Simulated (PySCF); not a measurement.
# C$_{6}$H$_{14}$N$_{2}$Si$_{2}$: what the fields show

The calculation's input:

```
{"job": {"kind": "nmr", "xc": "PBE0", "basis": "pcSseg-1"}, "charge": 0, "multiplicity": 1}
N     -3.518912     2.157938    -0.595347
C     -3.126031     1.101209    -0.857681
C     -2.616565    -0.232613    -1.167269
C     -2.608863    -1.138506     0.075129
C     -1.301936    -0.772447     0.797299
N     -0.495665    -0.088318    -0.205076
Si     0.960975     0.787083     0.155737
C      2.513978    -0.274622     0.211315
Si     4.112705     0.648604     0.573213
C     -1.116916    -0.184977    -1.502598
H     -3.219661    -0.652957    -1.987067
H     -2.586285    -2.184857    -0.264192
H     -3.498676    -1.010363     0.706076
H     -1.488999    -0.109362     1.660667
H     -0.818876    -1.685876     1.192053
H      1.118680     1.816839    -0.916554
H      0.781547     1.426022     1.496917
H      2.381127    -1.061965     0.973722
H      2.623944    -0.783851    -0.762360
H      4.362791     1.683767    -0.477323
H      5.278891    -0.287836     0.597054
H      4.035996     1.337281     1.898813
H     -0.858884    -1.114715    -2.051651
H     -0.847054     0.665559    -2.147214
```

Launched as:

```sh
OMP_NUM_THREADS=1 python probes_run.py task.json out
```

Geometry: PBE0-D3(BJ)/def2-SVP.

All numbers below come from PBE0/pcSseg-1, SCF density, gas phase, non-relativistic in PySCF 2.14.0.

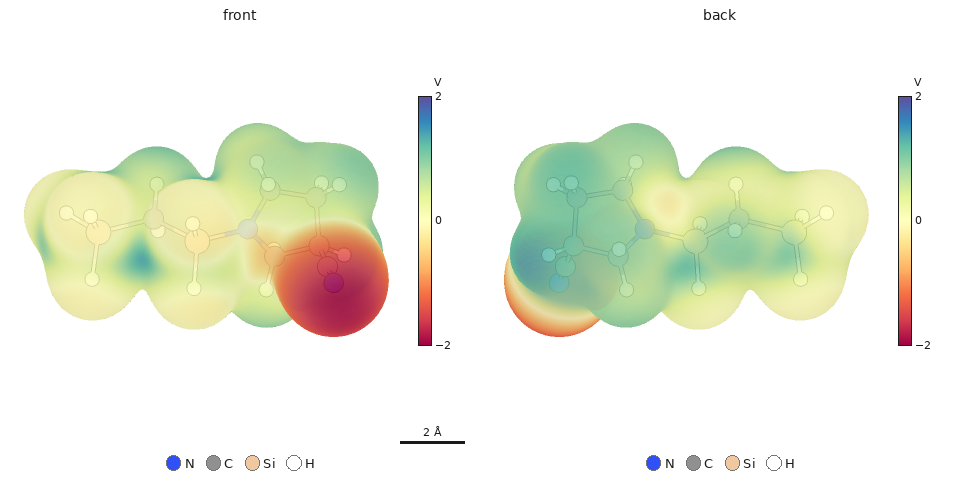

Figure 1. The electrostatic potential painted on the density surface at 0.002 e/bohr³, seen from the front and from behind; the colour scale runs from red (negative) to blue (positive).

Where is the surface potential most negative and most positive?

The most negative region (about −1.9 V) lies over N1, the most positive (about +1.3 V) over Si7, Si9 and H11. N1 is the likeliest acceptor of a hydrogen bond.

How polar is the molecule by this calculation?

Its dipole moment is 4.75 D.

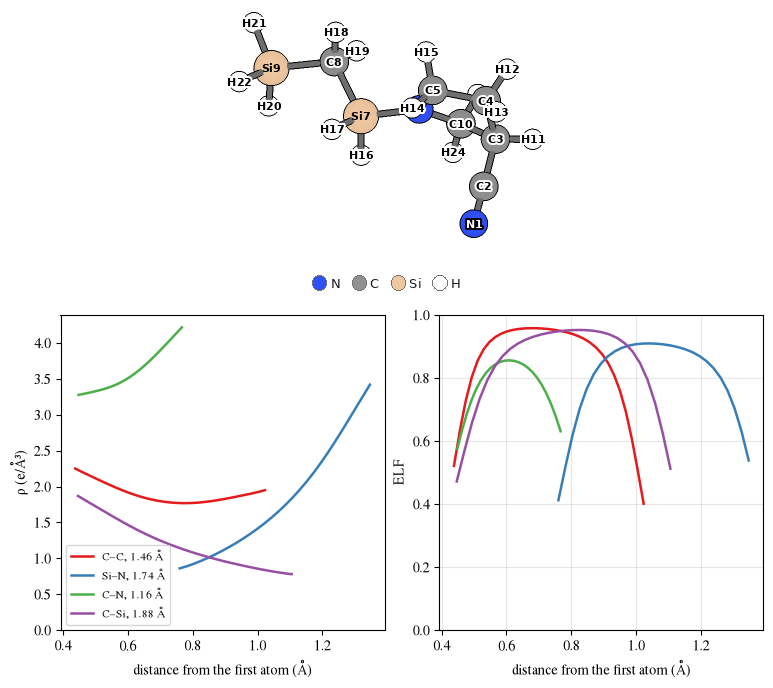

Figure 2. Total electron density and electron localisation function along straight lines between neighbouring atoms. The curves leave out the atomic cores. The structure is drawn too.

Compare the contacts.

C–C (1.46 Å): ρ at the midpoint is about 1.8 e/Å³; the ELF peaks at about 0.95 between the atoms, as expected for a covalent bond.
Si–N (1.74 Å): ρ is about 1.1 e/Å³ halfway; the ELF peaks at about 0.90 between the atoms, as expected for a shared but strongly polarised pair.
C–N (1.16 Å): ρ at the midpoint is about 3.5 e/Å³; the ELF peaks at about 0.85 between the atoms; a short, multiple covalent bond.
C–Si (1.88 Å): ρ is about 0.91 e/Å³ halfway; the ELF peaks at about 0.95 between the atoms: a covalent bond.
